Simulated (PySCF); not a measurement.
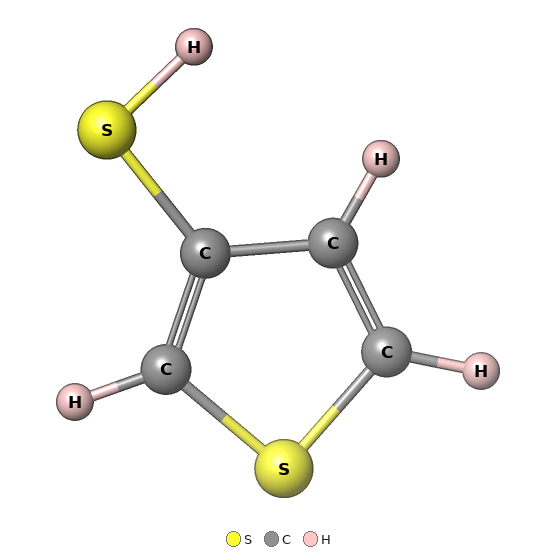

All atoms lie in one plane, which faces the viewer. The computed structure is the end point of a GFN2-xTB optimisation. No frequency run is at hand to confirm it as a minimum.

List the symmetry elements and name the point group.

It has 1 mirror plane, so the point group is Cs. The group has 2 operations. The geometry is achiral, and symmetry allows a dipole moment.
